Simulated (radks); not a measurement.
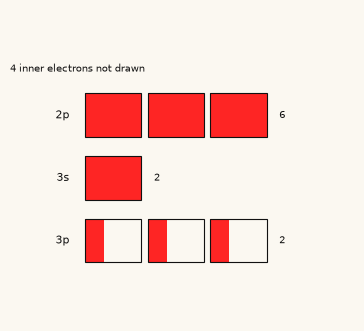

*The outer shells as the input fills them: a box for each of the 2l + 1 orbitals, shaded by the share of the shell that is filled, with the electron count at the right.*

**Atomic calculation for Dy⁵²⁺**

System: Dy⁵²⁺ (Z = 66, 14 electrons) in the configuration [Ne] 3s2 3p2 (3p1/2: 2).
Method: Dirac Kohn-Sham, PBEsol, spin-unpolarised, spherical densities, point nucleus (the in-house radial solver radks).

**Input**
```
Z 66
configuration [Ne] 3s2 3p2
relativity Dirac
functional pbe_sol,pbe_sol
spin unpolarised
j_filling energy
nucleus point
c 137.035999084
history 1
mixing 1
max_iterations 58
```

Energies in input and log are in hartree, lengths in bohr.

Hardware: 1 thread of Intel Xeon, 163 GiB of memory available, shared host.

Launched within a batch (the task file carries these settings):
```bash
python <driver script> task.json out
```

**The program's output**
```
1s1/2   1   2.0000       -2109.37825035
2s1/2   1   2.0000        -461.53535173
2p1/2   1   2.0000        -447.31610589
2p3/2   1   4.0000        -417.10376202
3s1/2   1   2.0000        -185.32147814
3p1/2   1   2.0000        -180.16317530
3p3/2   1   0.0000        -172.26674278
Etot -9367.44793125941
Ekin 10508.36924118005
Encl -20715.972130319344
Eh 972.2168114414176
Exc -132.0618535615336
err 4.4880666311671e-09
it 11
```

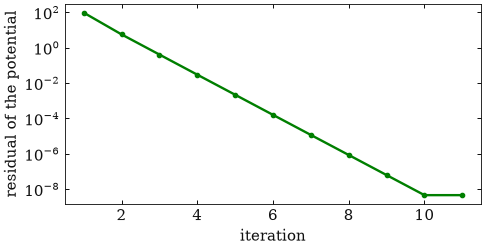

*Convergence: residual of the potential against the iteration.*

The residual falls almost steadily, with no more than small rises or pauses. It goes from 94 to 4.5×10⁻⁹ in 11 steps.

**What the run reported**

| quantity | value |
| --- | --- |
| outcome | converged |
| total energy | −9367.4479 hartree |
| kinetic energy | 10508.3692 hartree |
| electron–nucleus energy | −20715.9721 hartree |
| Hartree energy | 972.216811 hartree |
| exchange–correlation energy | −132.061854 hartree |
| radius at density 0.001 e/bohr³ | 0.61 bohr |
| SCF iterations | 11 |

**What is odd here**

A numerical setting was moved from its usual value: mixing history nhist = 1, mixing factor beta = 1. The program ran to the end, and its total energy equals that of the same run with the usual input (−9367.44793 hartree) within 10⁻⁵ hartree, so the oddity leaves no trace in it.
